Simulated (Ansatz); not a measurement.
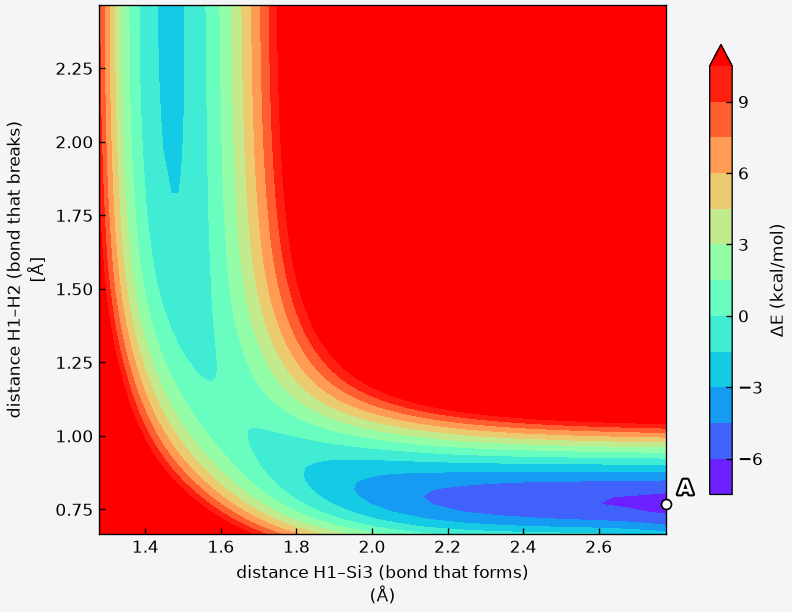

The reacting system F₃H₂Si (fragments H + H + F₃Si where the first distance is long, F₃HSi + H where the second is long), spin multiplicity 2. The first coordinate is: distance H1–Si3 (bond that forms); the second: distance H1–H2 (bond that breaks). Relaxed at each point: all other coordinates. The scan uses a 7 × 7 grid. Points are written as (first, second). All energies are given in kcal/mol relative to a guessed transition structure relaxed with its forming and breaking bonds held. In part of the range the unrestricted reference is strongly spin-contaminated. Theory: UKS r2SCAN-D4/def2-SVP (Ansatz 0.2.0).

Drawn: filled contours, one colour for all values above the top of the scale, the point A. Between grid points the surface is interpolated.

Question: Find the lowest path from A to the other arm of the map, and its barrier.

Answer: The easiest path runs from the side where the first distance is long, about (2.78 Å, 0.77 Å), to the side where the second distance is long, about (1.47 Å, 2.39 Å). Its highest point, at (1.658 Å, 1.122 Å), lies about 6.6 kcal/mol above the start and 2 kcal/mol above the end on the interpolated surface. An end on the edge of the scan is no minimum, so the barrier from there is a lower bound.

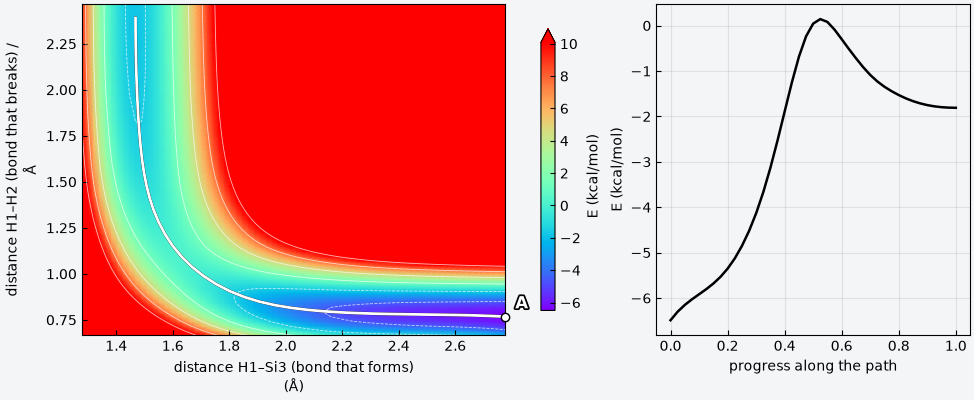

Drawn: a smooth colour map with a few white contour lines, a line along the lowest path, one colour for all values above the top of the scale, the energy along the path at the right. Between grid points the surface is interpolated.
